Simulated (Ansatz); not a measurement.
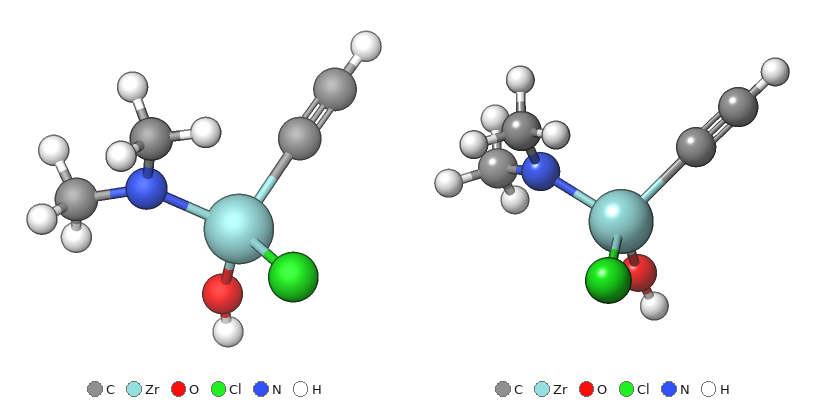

The same structure drawn twice, from different directions.

Charge 0, singlet. The computed structure is the end point of a PBE0-D4/def2-TZVP optimisation.

Description:

It has 16 atoms: 4 carbon, 8 hydrogen, 1 chlorine, 1 nitrogen, 1 oxygen and 1 zirconium (C₄H₈ClNOZr). Its SMILES string is `C#[C][Zr@@]([OH])([Cl])[N](C)C`. Among its groups: alkyne. This geometry has C1 symmetry. Coordination, clear cases only: 2 C linear; 1 Zr tetrahedral; 1 N trigonal planar; 2 C tetrahedral.

The parts below concern this one geometry. Atoms keep their numbers from picture to picture.

Geometry

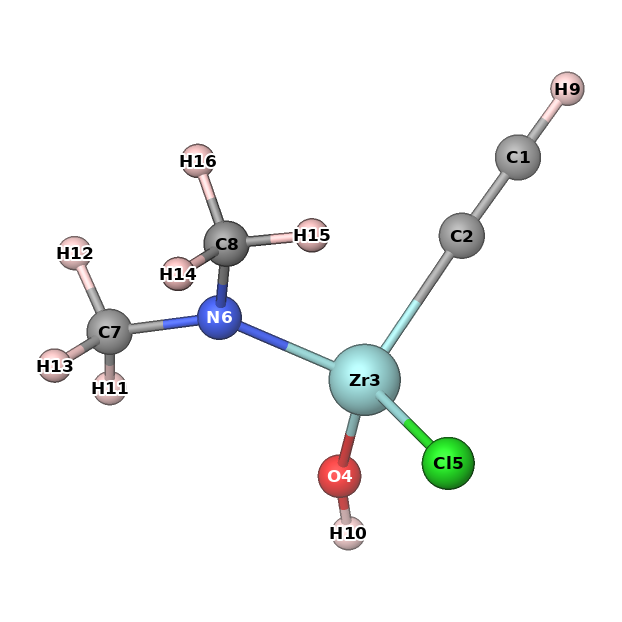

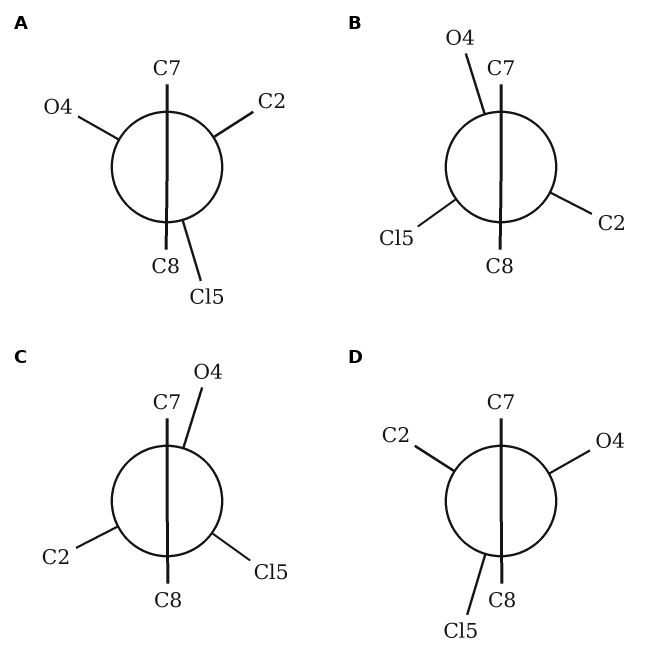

Depth is shown by fading: the farther an atom, the more it takes the colour of the background. Bonds that would overlap in a projection are set slightly apart.

> Which Newman projection shows the view along N6–Zr3, with N6 in front?

B. The torsion angle C7–N6–Zr3–Cl5 is −126°, anticlinal.

Electronic properties

Method: RKS r2SCANh-D4/def2-TZVPP, core potentials on Zr (Ansatz 0.2.0).

What does the calculation give?

- HOMO energy (Kohn–Sham orbital): −6.34 eV
- LUMO energy (Kohn–Sham orbital): −1.77 eV
- HOMO–LUMO gap: 4.56 eV
- dispersion correction: −12.5 kJ/mol

Dipole moment

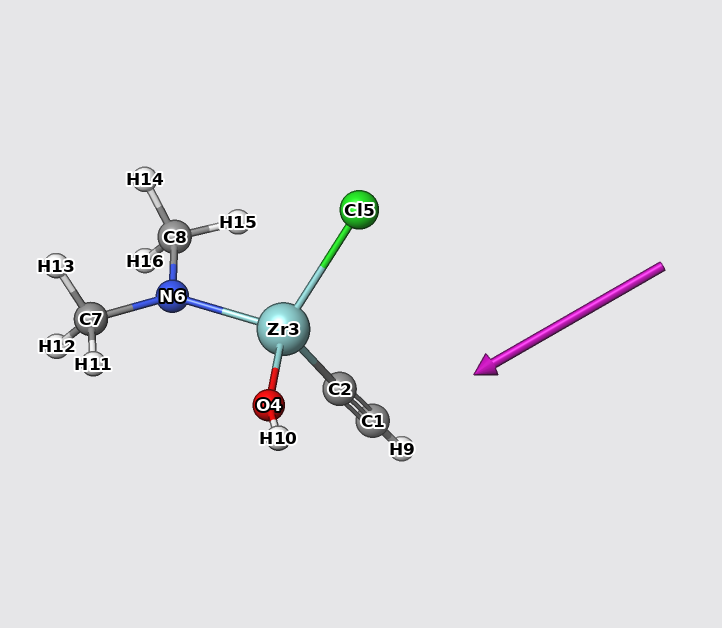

The arrow beside the molecule shows the direction of the dipole moment, from the negative to the positive end (its length means nothing). Level of theory: RKS PBE0-D4/def2-TZVP, core potentials on Zr (Ansatz 0.2.0).

> Estimate the dipole moment.

2.88 D; it points from the side of Cl5 to the side of H11, H12 (the outermost atoms at the two ends).

Charges

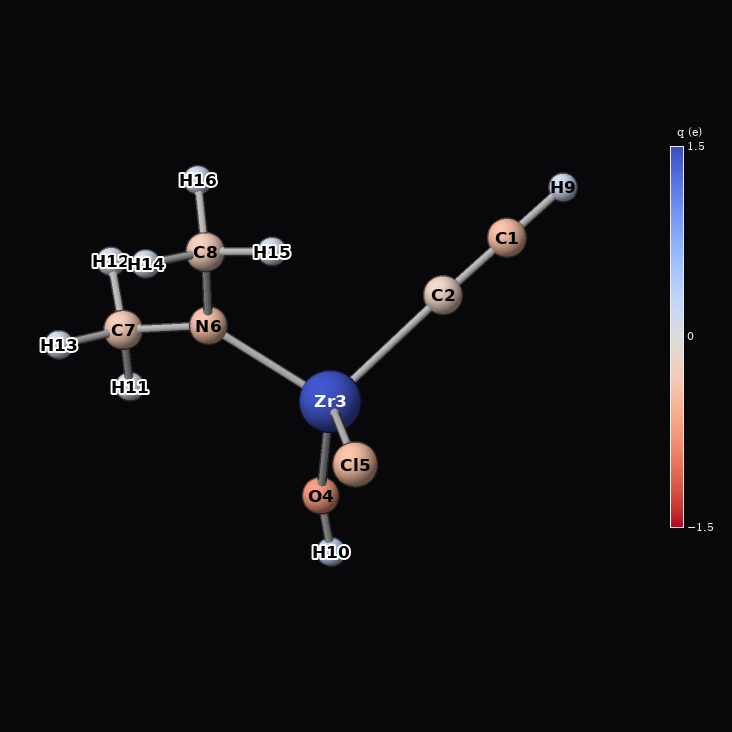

Atoms are coloured by their Mulliken charges. Level of theory: RKS PBE0-D4/def2-TZVP, core potentials on Zr (Ansatz 0.2.0).

List the Mulliken charges.

```tsv
atom	value (e)
C1	−0.42
C2	−0.19
Zr3	1.43
O4	−0.73
Cl5	−0.43
N6	−0.40
C7	−0.30
C8	−0.28
H9	0.17
H10	0.34
H11	0.14
H12	0.13
H13	0.13
H14	0.13
H15	0.15
H16	0.13
```

Mulliken values depend strongly on the basis set and can even reverse the polarity of a bond.
